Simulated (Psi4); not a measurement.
# USCAN/cc-pVTZ (sweep point 2) run of GeH2Cl (SMILES [Cl][GeH2])

What is the vertical ionisation energy of GeH2Cl at USCAN/cc-pVTZ (sweep point 2)? The job is set up through a Python script.

The calculation is run with Psi4 1.11.

## Step 1: The structure to begin with

GeH2Cl: 4 atoms, total charge 0, spin state doublet. As SMILES, `[Cl][GeH2]`. The coordinates come from a PBE0-D4/def2-TZVP relaxation.

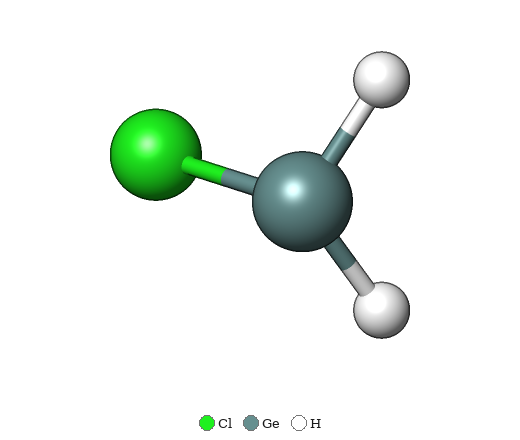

Viewed from a chosen angle; chlorine green, germanium teal, hydrogen white.

## Step 2: A single-point energy at USCAN/cc-pVTZ (sweep point 2)

Contents of job.py:

```python
import psi4

psi4.set_memory(1600000000)
psi4.set_num_threads(1)
psi4.core.set_output_file('run.log', False)

mol = psi4.geometry("""
0 2
Cl    -1.562900     0.305200     0.993500
Ge     0.106700    -0.451100    -0.141600
H      0.072700     0.259600    -1.514200
H      1.383400    -0.113700     0.662300
symmetry c1
""")

options = {'basis': 'cc-pVTZ', 'reference': 'uks', 'puream': True, 'scf_type': 'pk', 'dft_radial_points': 99, 'dft_spherical_points': 590, 'maxiter': 150}
psi4.set_options(options)

E = psi4.energy('scan', molecule=mol)
print('E =', round(E, 9))
```

On the command line:

```bash
$ python job.py
```

run.log, cut to the lines that bear on the results:

```text
[...]
  Running in c1 symmetry.
[...]
  Nuclear repulsion =  161.647276263878894
[...]
  Multiplicity = 2
[...]
  Nalpha       = 26
  Nbeta        = 25
[...]
    Number of basis functions: 105
[...]
   @UKS iter   1: -2537.16450668879634   -1.69677e+00   2.16346e-02 DIIS/ADIIS
[...]
   @UKS iter  10: -2538.65310269140764   -5.09822e-08   4.52898e-07 DIIS
[...]
   @S^2 Observed:                7.529079245E-01
[...]
    Orbital Energies [Eh]
    ---------------------
    Alpha Occupied:
       1A   -398.297134     2A   -101.246105     3A    -49.664063
       4A    -44.145515     5A    -44.144585     6A    -44.143320
       7A     -9.368590     8A     -7.112935     9A     -7.107816
      10A     -7.106375    11A     -6.198730    12A     -4.348938
      13A     -4.346064    14A     -4.342489    15A     -1.161443
      16A     -1.159946    17A     -1.156858    18A     -1.156401
      19A     -1.154883    20A     -0.783202    21A     -0.529250
      22A     -0.362739    23A     -0.360245    24A     -0.317139
      25A     -0.290814    26A     -0.217228
    Alpha Virtual:
[...]
  @UKS Final Energy: -2538.65310269140764
   => Energetics <=
    Nuclear Repulsion Energy =            161.6472762638788936
    One-Electron Energy =               -3853.3901412633631480
    Two-Electron Energy =                1261.3150978174937791
    DFT Exchange-Correlation Energy =    -108.2253355094168228
    Empirical Dispersion Energy =           0.0000000000000000
    VV10 Nonlocal Energy =                  0.0000000000000000
    Total Energy =                      -2538.6531026914076392
[...]
 Multipole Moments:
 ------------------------------------------------------------------------------------
     Multipole            Electronic (a.u.)      Nuclear  (a.u.)        Total (a.u.)
 ------------------------------------------------------------------------------------
 L = 1.  Multiply by 2.5417464519 to convert [e a0] to [Debye]
 Dipole X            :          2.1801413           -1.6412928            0.5388485
 Dipole Y            :         -2.5872418            2.3769490           -0.2102928
 Dipole Z            :         -1.7563615            1.3958697           -0.3604917
 Magnitude           :                                                    0.6815681
[...]
```

Standard output:

```text
E = -2538.653102691
```

It took 2.1 min on 1 thread of Intel Xeon Platinum 8259CL at 2.50GHz (Skylake/Cascade Lake), shared host; peak memory 1.5 GiB.

## Step 3: The singlet cation

Contents of run.py:

```python
import psi4

psi4.set_memory('1600 MB')
psi4.set_num_threads(1)
psi4.core.set_output_file('run.log', False)

m = psi4.geometry("""
1 1
Cl    -1.562900     0.305200     0.993500
Ge     0.106700    -0.451100    -0.141600
H      0.072700     0.259600    -1.514200
H      1.383400    -0.113700     0.662300
symmetry c1
""")

psi4.set_options({
    'basis': 'cc-pVTZ',
    'reference': 'rks',
    'puream': True,
    'scf_type': 'pk',
    'dft_radial_points': 99,
    'dft_spherical_points': 590,
})

energy_value, wavefunction = psi4.energy("scan", return_wfn=True)
print(f'scan energy: {energy_value:.10f} Eh')
```

On the command line:

```bash
$ python run.py
```

run.log, cut to the lines that bear on the results:

```text
[...]
  Running in c1 symmetry.
[...]
  Nuclear repulsion =  161.647276263878894
[...]
  Multiplicity = 1
[...]
  Nalpha       = 25
  Nbeta        = 25
[...]
    Number of basis functions: 105
[...]
   @RKS iter   1: -2536.89820918829628   -1.43048e+00   2.13500e-02 DIIS/ADIIS
[...]
   @RKS iter  11: -2538.32052026764222   -1.26988e-08   2.59977e-07 DIIS
[...]
    Orbital Energies [Eh]
    ---------------------
    Doubly Occupied:
       1A   -398.592480     2A   -101.505676     3A    -49.958282
       4A    -44.441323     5A    -44.437655     6A    -44.435736
       7A     -9.624594     8A     -7.369884     9A     -7.364738
      10A     -7.361001    11A     -6.492600    12A     -4.647434
      13A     -4.637557    14A     -4.632458    15A     -1.454627
      16A     -1.453654    17A     -1.450245    18A     -1.443424
      19A     -1.443298    20A     -1.025139    21A     -0.778447
      22A     -0.603257    23A     -0.602141    24A     -0.550951
      25A     -0.522231
[...]
  @RKS Final Energy: -2538.32052026764222
   => Energetics <=
    Nuclear Repulsion Energy =            161.6472762638788936
    One-Electron Energy =               -3839.4261958103943471
    Two-Electron Energy =                1247.3612041330979991
    DFT Exchange-Correlation Energy =    -107.9028048542247404
    Empirical Dispersion Energy =           0.0000000000000000
    VV10 Nonlocal Energy =                  0.0000000000000000
    Total Energy =                      -2538.3205202676422232
[...]
 Multipole Moments:
 ------------------------------------------------------------------------------------
     Multipole            Electronic (a.u.)      Nuclear  (a.u.)        Total (a.u.)
 ------------------------------------------------------------------------------------
 L = 1.  Multiply by 2.5417464519 to convert [e a0] to [Debye]
 Dipole X            :          2.4949013           -1.6412928            0.8536085
 Dipole Y            :         -2.8287019            2.3769490           -0.4517528
 Dipole Z            :         -1.9873629            1.3958697           -0.5914932
 Magnitude           :                                                    1.1325159
[...]
```

The script printed:

```text
scan energy: -2538.3205202676 Eh
```

Run time: 86 s. Hardware: 1 thread of Intel Xeon Platinum 8259CL at 2.50GHz (Skylake/Cascade Lake), shared host; peak memory 1.5 GiB.

## Step 4: Results

Level: USCAN/cc-pVTZ (sweep point 2).

```
                                          quantity           value
                      doublet GeH2Cl: total energy  -2538.65310 Eh
                     doublet GeH2Cl: dipole moment          1.73 D
doublet GeH2Cl: HOMO energy (highest over α and β)        -5.91 eV
 doublet GeH2Cl: LUMO energy (lowest over α and β)        -3.89 eV
                              doublet GeH2Cl: ⟨S²⟩           0.753
                      singlet cation: total energy  -2538.32052 Eh
                       singlet cation: HOMO energy       -14.21 eV
                       singlet cation: LUMO energy       -12.02 eV
                     singlet cation: HOMO–LUMO gap         2.19 eV
vertical ionisation energy (to the singlet cation)        9.050 eV
```

**Reading.** The vertical ionisation energy comes to 9.05 eV (873 kJ/mol). Only the singlet of the ionised species was computed; a triplet could lie lower.
